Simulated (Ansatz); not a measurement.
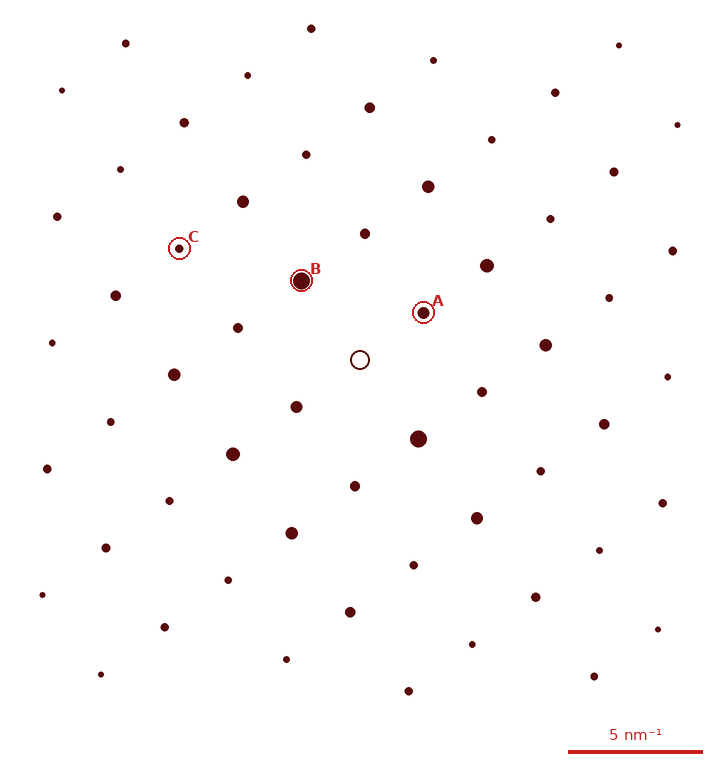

Kinematic zone-axis pattern, calculated for 200 keV electrons with B = 0.5 Å². The zone axis points towards the electron source and the pattern is seen from the source side.

Crystal: Y2Tl, space group P6_3/mmc (No. 194), a = 5.416 Å, c = 6.748 Å (hexagonal axes). Structure: coordinates from a relaxation with DFT, PAW plane waves, pbe (Ansatz 0.2.0); the starting structure was generated, so it need not be a known form of this composition.

```
Y Tl
1.0
     5.41650    0.00000    0.00000
    -2.70825    4.69083    0.00000
     0.00000    0.00000    6.74826
Y Tl
4 2
Direct
  0.33333 0.66667 0.75000
  0.66667 0.33333 0.25000
  0.00000 0.00000 0.00000
  0.00000 0.00000 0.50000
  0.33333 0.66667 0.25000
  0.66667 0.33333 0.75000
```

Spot A is indexed 0 0 -2 and spot B -1 2 0.

Q: Give hkl for C.

A: C = −A + 2B = -2 4 2 (d = 1.257 Å).

Q: Give [uvw].

A: The cross product of A and B is parallel to [210]; every spot obeys hu + kv + lw = 0.
